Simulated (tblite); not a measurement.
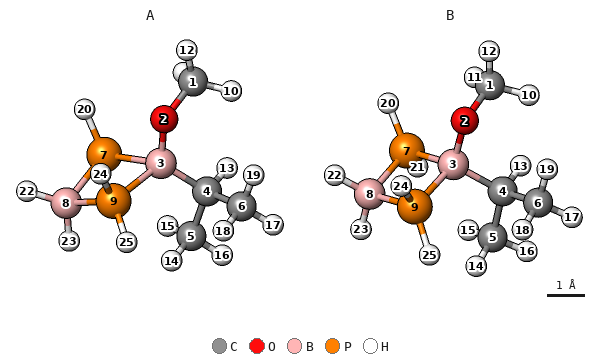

Two geometries of C4H16B2OP2, drawn at one scale. One is the start of a relaxation, the other its converged end. Style: ball-and-stick. Shown face on.

The calculation used GFN2-xTB geometry optimisation, gas phase (tblite 0.8.0). 

Question: Which one is relaxed?

Answer: Structure A is the relaxed one. After 117 geometry steps the energy has fallen by 22.3 kcal/mol. H25 moves most after the best rigid fit: 0.69 Å. Largest moves by element: H 0.69 Å, B 0.30 Å, C 0.17 Å, P 0.17 Å, O 0.15 Å. Some distances before and after: B3–P7 1.902 → 2.113 Å, O2–B3 1.506 → 1.411 Å, B8–P9 1.893 → 1.958 Å, B3–P9 1.905 → 1.965 Å. Bond angles that change, for instance: H20–P7–H21 114.8° → 95.9°, B3–P7–H21 116.7° → 135.2°, H24–P9–H25 115.2° → 96.8°.
